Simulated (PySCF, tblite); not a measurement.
# C₆H₈Se: vibronic structure

Aim: compute the vibronic structure of C₆H₈Se (`Cc1c[se]c(C)c1`).

Programs: tblite 0.8.0 and PySCF 2.14.0, with routines of our own; each step states its level. All values are computed. Atoms count from 0.

## (1) The system as given

15 atoms, charge 0, multiplicity 1; geometry from: force field or distance geometry start.

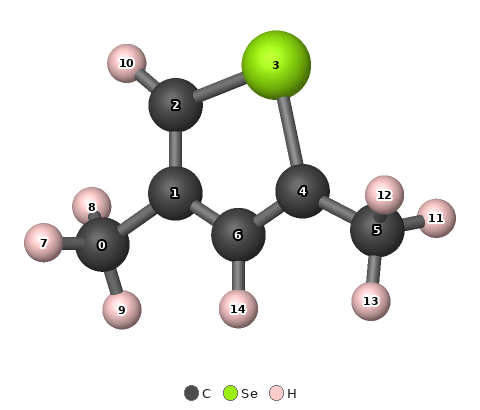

The starting geometry (carbon dark grey, selenium green, hydrogen pink).

## (2) Geometry optimisation with GFN2-xTB

The job: settings as JSON, then the geometry in Å.

```
{"job": {"kind": "relax", "xc": "GFN2-xTB", "basis": "xTB"}, "charge": 0, "multiplicity": 1}
C     -2.249900    -0.799400     0.276800
C     -1.039600     0.083100    -0.039600
C     -1.228600     1.339200    -0.497100
Se     0.511400     2.121900    -0.771800
C      1.283200     0.392000    -0.108600
C      2.729400    -0.003600     0.048300
C      0.208600    -0.373000     0.151100
H     -2.645500    -0.496200     1.274200
H     -2.964200    -0.540600    -0.541200
H     -2.031700    -1.856000     0.199200
H     -2.215800     1.827900    -0.694700
H      3.128300    -0.093600    -0.979300
H      3.281800     0.810200     0.577700
H      2.847200    -0.987000     0.534300
H      0.380900    -1.416800     0.548700
```

The run is started by

```
$ OMP_NUM_THREADS=1 python excited_run.py task.json out
```

One launch serves the whole session: the jobs run in the order shown.

The program printed:

```text
step      E/eV     max force
  0    -545.57387    4.535
  1    -545.87048    1.504
  2    -545.96204    0.786
  3    -546.09042    0.811
  4    -546.12737    0.612
  5    -546.16857    0.384
  6    -546.18682    0.381
  7    -546.20395    0.228
  8    -546.21076    0.257
  9    -546.21585    0.191
 10    -546.22016    0.186
 11    -546.22345    0.187
 12    -546.22554    0.163
 13    -546.22730    0.128
 14    -546.22922    0.159
 15    -546.23098    0.135
 16    -546.23213    0.089
 17    -546.23292    0.067
 18    -546.23377    0.090
 19    -546.23477    0.094
 20    -546.23569    0.076
 21    -546.23631    0.053
 22    -546.23670    0.047
 23    -546.23701    0.047
 24    -546.23724    0.037
 25    -546.23738    0.032
 26    -546.23750    0.033
 27    -546.23769    0.044
 28    -546.23801    0.059
 29    -546.23841    0.059
 30    -546.23875    0.042
 31    -546.23892    0.030
 32    -546.23900    0.025
 33    -546.23906    0.018
 34    -546.23911    0.022
 35    -546.23915    0.022
 36    -546.23920    0.025
 37    -546.23930    0.027
 38    -546.23946    0.040
 39    -546.23970    0.055
 40    -546.24002    0.064
 41    -546.24044    0.070
 42    -546.24103    0.089
 43    -546.24193    0.098
 44    -546.24306    0.086
 45    -546.24408    0.092
 46    -546.24288    0.275
 47    -546.24563    0.079
 48    -546.24620    0.074
 49    -546.24757    0.121
 50    -546.24806    0.068
 51    -546.24873    0.041
 52    -546.24951    0.045
 53    -546.24992    0.073
 54    -546.25025    0.057
 55    -546.25072    0.045
 56    -546.25107    0.052
 57    -546.25130    0.052
 58    -546.25160    0.040
 59    -546.25186    0.041
 60    -546.25207    0.054
 61    -546.25229    0.061
 62    -546.25271    0.059
 63    -546.25320    0.057
 64    -546.25353    0.097
 65    -546.25347    0.111
 66    -546.25416    0.039
 67    -546.25434    0.036
 68    -546.25473    0.028
 69    -546.25478    0.022
 70    -546.25483    0.020
 71    -546.25488    0.017
 72    -546.25491    0.019
 73    -546.25494    0.014
 74    -546.25496    0.010
 75    -546.25497    0.009
```

It took 0.33 s on 1 thread of Arm Neoverse V2, shared host.

Step by step: (not every step is listed)

```tsv
step	energy from step 0 (eV)	largest force (eV/Å)
0	0.0000	4.5352
1	-0.2966	1.5039
2	-0.3882	0.7861
3	-0.5165	0.8111
4	-0.5535	0.6123
5	-0.5947	0.3839
6	-0.6129	0.3811
7	-0.6301	0.2277
8	-0.6369	0.2565
14	-0.6553	0.1587
20	-0.6618	0.0763
26	-0.6636	0.0327
32	-0.6651	0.0251
38	-0.6656	0.0400
44	-0.6692	0.0863
50	-0.6742	0.0677
56	-0.6772	0.0520
62	-0.6788	0.0593
68	-0.6809	0.0277
70	-0.6810	0.0199
71	-0.6810	0.0172
72	-0.6810	0.0187
73	-0.6811	0.0136
74	-0.6811	0.0105
75	-0.6811	0.0093
```

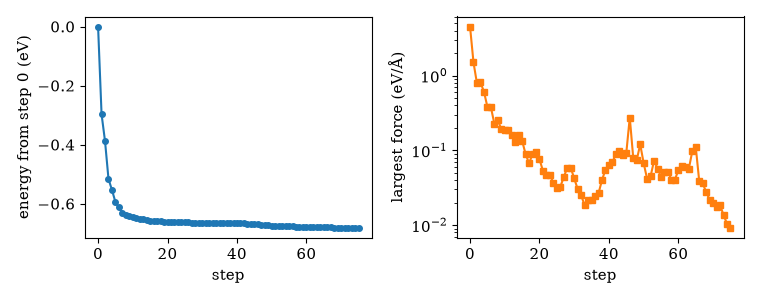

Energy and force, step by step.

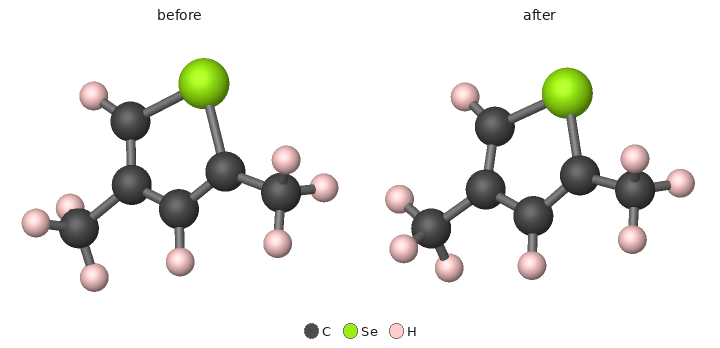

The geometry before (left) and after (right).

Close pairs (by a distance rule), those that changed most:

```tsv
bond	before (Å)	after (Å)	change (Å)
Se3–C4	2.007	1.881	-0.126
C1–C6	1.343	1.426	+0.083
C2–Se3	1.928	1.861	-0.067
C6–H14	1.130	1.078	-0.052
C2–H10	1.119	1.076	-0.044
C0–C1	1.531	1.494	-0.037
C0–H8	1.116	1.087	-0.030
C5–H12	1.117	1.090	-0.027
```

The next job starts from the end point, and lists it.

## (3) Infrared spectrum with GFN2-xTB

The job: settings as JSON, then the geometry in Å.

```
{"job": {"kind": "ir", "xc": "GFN2-xTB", "basis": "xTB"}, "charge": 0, "multiplicity": 1}
C     -2.318606    -0.759858     0.284858
C     -1.092093     0.023969    -0.051666
C     -1.107194     1.246501    -0.637971
Se     0.599975     1.935256    -0.908822
C      1.243141     0.349678    -0.127108
C      2.702036     0.095517     0.047408
C      0.218685    -0.464338     0.225241
H     -2.341815    -0.984144     1.350731
H     -3.214884    -0.203730     0.023062
H     -2.322061    -1.705231    -0.256754
H     -1.976171     1.806481    -0.934681
H      3.208344     0.060903    -0.917444
H      3.163875     0.886252     0.638631
H      2.854890    -0.854820     0.554024
H      0.377464    -1.424448     0.688579
```

The program printed:

```text
mode    cm-1     km/mol
  1      31.7      0.41
  2      93.5      0.20
  3     184.0      1.46
  4     225.4      0.14
  5     229.3      0.53
  6     313.3      2.19
  7     394.2      1.74
  8     398.2      2.03
  9     542.0      0.12
 10     548.5      2.52
 11     562.8      3.26
 12     720.5     14.59
 13     745.8     14.90
 14     822.6      6.49
 15     964.4      0.13
 16     997.1      3.84
 17    1009.4      5.64
 18    1024.6      9.00
 19    1029.8      1.77
 20    1101.8     16.70
 21    1116.6     52.94
 22    1189.2     18.61
 23    1364.6      4.84
 24    1399.1      6.60
 25    1401.0      1.64
 26    1468.2      8.00
 27    1471.7     10.78
 28    1477.4      4.72
 29    1477.9      3.85
 30    1516.3     18.79
 31    1593.1     13.07
 32    2992.4     18.77
 33    3003.0     25.00
 34    3006.4     13.37
 35    3015.4     22.85
 36    3034.0     20.24
 37    3047.4     22.42
 38    3099.5     33.57
 39    3109.7     16.35
```

Run time: 0.34 s. Hardware: 1 thread of Arm Neoverse V2, shared host.

The strongest bands and the atoms that carry them (share of the mass-weighted mode):

```tsv
cm⁻¹	km/mol	atoms
1117	52.9	C4 32 %, C5 14 %, H10 14 %, H13 12 %
1516	18.8	C1 29 %, C4 22 %, C2 15 %, C6 11 %
2992	18.8	H11 55 %, H12 37 %
3003	25.0	H9 51 %, H7 40 %
3015	22.9	H7 53 %, H9 42 %
3034	20.2	H13 93 %
3047	22.4	H8 93 %
3100	33.6	H14 92 %
```

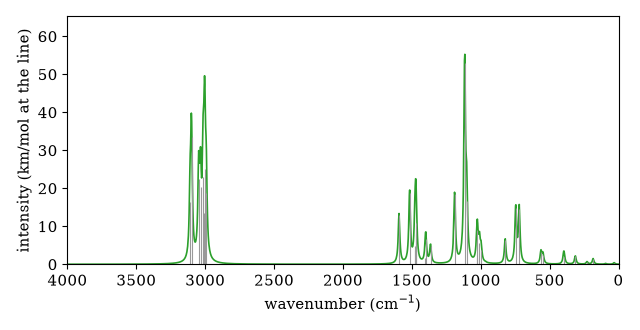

The infrared spectrum from these modes, unscaled. Lines are broadened to a width of 14 cm⁻¹ (Lorentzian).

## (4) Vibronic structure: TDA LC-wPBE/def2-SV(P)

Settings changed since step 3:

```diff
@@ -1,2 +1,2 @@
-{"job": {"kind": "ir", "xc": "GFN2-xTB", "basis": "xTB"}, "charge": 0, "multiplicity": 1}
+{"job": {"kind": "vib", "xc": "LC-wPBE", "basis": "def2-SV(P)", "tda": true}, "charge": 0, "multiplicity": 1}
 C     -2.318606    -0.759858     0.284858
```

With the program's defaults for keys left out, this is: TDA LC-wPBE/def2-SV(P) vertical-gradient vibronic structure (displaced harmonic oscillators, Condon), gas phase.

The program printed:

```text
final grid: 58192 points
cycle   1  E = -2633.9936824321  dE =  5.776e-01  |g| = 3.060e-01  |ddm| = 4.228e+00
cycle   2  E = -2634.0196633285  dE = -2.598e-02  |g| = 1.685e-01  |ddm| = 5.846e-01
cycle   3  E = -2634.0244382037  dE = -4.775e-03  |g| = 6.237e-02  |ddm| = 2.083e-01
cycle   4  E = -2634.0254940432  dE = -1.056e-03  |g| = 1.962e-02  |ddm| = 1.078e-01
cycle   5  E = -2634.0256022058  dE = -1.082e-04  |g| = 4.378e-03  |ddm| = 3.123e-02
cycle   6  E = -2634.0256111389  dE = -8.933e-06  |g| = 1.624e-03  |ddm| = 9.977e-03
cycle   7  E = -2634.0256132618  dE = -2.123e-06  |g| = 8.901e-04  |ddm| = 4.941e-03
cycle   8  E = -2634.0256137448  dE = -4.830e-07  |g| = 2.947e-04  |ddm| = 2.033e-03
cycle   9  E = -2634.0256138593  dE = -1.145e-07  |g| = 8.859e-05  |ddm| = 1.298e-03
cycle  10  E = -2634.0256138680  dE = -8.702e-09  |g| = 3.431e-05  |ddm| = 3.932e-04
cycle  11  E = -2634.0256138688  dE = -8.254e-10  |g| = 1.363e-05  |ddm| = 1.174e-04
converged SCF energy = -2634.0256138688

Singlet excitations (eV, f): 5.575 (0.0002)  5.818 (0.1266)  6.128 (0.1448)  6.308 (0.0008)  7.719 (0.0053)  8.051 (0.0003)

State S1  5.5755 eV  f = 0.00018  H->L+1 0.63, H-1->L+1 0.31
  relaxed dipole 2.238 D, largest gradient of the excitation energy 0.1069 Eh/bohr
  mode    cm-1        S   lambda/meV  Raman
    7    394.2    8.1080     396.3   0.776
   11    562.8    5.1275     357.8   1.000
   21   1116.6    0.5948      82.3   0.457
   13    745.8    0.6707      62.0   0.230
   30   1516.3    0.2158      40.6   0.305
   10    548.5    0.4269      29.0   0.079
    5    229.3    0.9958      28.3   0.032
   23   1364.6    0.0823      13.9   0.094
   31   1593.1    0.0530      10.5   0.083
   22   1189.2    0.0420       6.2   0.037
   16    997.1    0.0466       5.8   0.028
   17   1009.4    0.0405       5.1   0.025
  reorganisation energy 1.0493 eV, total S 16.604, 0-0 4.5261 eV

State S2  5.8185 eV  f = 0.12657  H->L 0.81
  relaxed dipole 0.724 D, largest gradient of the excitation energy 0.0606 Eh/bohr
  mode    cm-1        S   lambda/meV  Raman
   11    562.8    2.3766     165.8   0.568
   30   1516.3    0.5764     108.4   1.000
   27   1471.7    0.1736      31.7   0.284
   23   1364.6    0.1840      31.1   0.259
    6    313.3    0.3165      12.3   0.023
   17   1009.4    0.0854      10.7   0.066
   21   1116.6    0.0707       9.8   0.067
   22   1189.2    0.0396       5.8   0.042
   10    548.5    0.0759       5.2   0.017
   28   1477.4    0.0225       4.1   0.037
   15    964.4    0.0341       4.1   0.024
   24   1399.1    0.0234       4.1   0.035
  reorganisation energy 0.4113 eV, total S 4.257, 0-0 5.4072 eV
  absorption maximum 5.735 eV, width 0.522 eV

State S3  6.1277 eV  f = 0.14476  H-1->L 0.80
  relaxed dipole 1.328 D, largest gradient of the excitation energy 0.0886 Eh/bohr
  mode    cm-1        S   lambda/meV  Raman
   30   1516.3    0.8717     163.9   1.000
    7    394.2    1.4917      72.9   0.116
   13    745.8    0.6264      57.9   0.174
   11    562.8    0.5874      41.0   0.093
   27   1471.7    0.1898      34.6   0.205
   31   1593.1    0.1739      34.4   0.220
   23   1364.6    0.2023      34.2   0.188
   17   1009.4    0.1517      19.0   0.077
   20   1101.8    0.0713       9.7   0.043
   22   1189.2    0.0656       9.7   0.046
   10    548.5    0.1410       9.6   0.021
    6    313.3    0.1902       7.4   0.009
  reorganisation energy 0.5140 eV, total S 5.088, 0-0 5.6137 eV
  absorption maximum 6.044 eV, width 0.630 eV

State T1  3.5053 eV  f = 0.00000  H->L 0.64, H-1->L 0.28
  relaxed dipole 1.475 D, largest gradient of the excitation energy 0.1100 Eh/bohr
  mode    cm-1        S   lambda/meV  Raman
   30   1516.3    1.8642     350.5   1.000
   23   1364.6    0.5667      95.9   0.246
    7    394.2    1.6013      78.3   0.058
   27   1471.7    0.3709      67.7   0.187
   17   1009.4    0.2895      36.2   0.069
   11    562.8    0.2484      17.3   0.018
   21   1116.6    0.0744      10.3   0.022
   28   1477.4    0.0458       8.4   0.023
    6    313.3    0.1257       4.9   0.003
   22   1189.2    0.0194       2.9   0.006
   25   1401.0    0.0133       2.3   0.006
   29   1477.9    0.0113       2.1   0.006
  reorganisation energy 0.6859 eV, total S 5.460, 0-0 2.8194 eV
  absorption maximum 3.423 eV, width 0.762 eV
```

Wall time 34 s (1 thread of Arm Neoverse V2, shared host); peak memory 0.7 GiB.

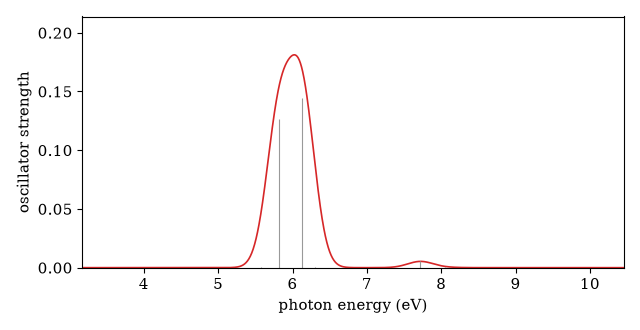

Absorption lines of the singlets. Lines are broadened to a width of 0.40 eV (Gaussian).

## (5) What came out

| quantity | value |
| --- | --- |
| strongest single infrared mode (GFN2-xTB) | 1117 cm⁻¹, 53 km/mol |
| zero-point energy (GFN2-xTB) | 73.9 kcal/mol |
| S1: vertical, reorganisation, 0-0, total S (step 4, TDA LC-wPBE/def2-SV(P), modes from GFN2-xTB) | 5.58, 1.05, 4.53 eV; 16.6 |
| S2: vertical, reorganisation, 0-0, total S (step 4, TDA LC-wPBE/def2-SV(P), modes from GFN2-xTB) | 5.82, 0.41, 5.41 eV; 4.3 |
| S3: vertical, reorganisation, 0-0, total S (step 4, TDA LC-wPBE/def2-SV(P), modes from GFN2-xTB) | 6.13, 0.51, 5.61 eV; 5.1 |

No mode is imaginary among the 39: a minimum at this level. The strongest single mode, at 1117 cm⁻¹, has its largest shares on C4, C5, H10 and H13 (the list is cut at 4 atoms). GFN2-xTB is a fitted tight-binding method: band positions and strengths are rough. Its intensities can rank the bands wrongly. Steps that list no spin-orbit terms leave them out, which matters at and beside the heavy atoms. In step 4 the harmonic model is doubtful. Where the total S runs above about 15, the geometry moves far on excitation and the harmonic model is stretched, so its 0-0 value is in doubt. The vibronic model keeps the ground-state modes (from xTB) and shifts them along the gradient alone, so it can miss much of the relaxation that a full optimisation finds.
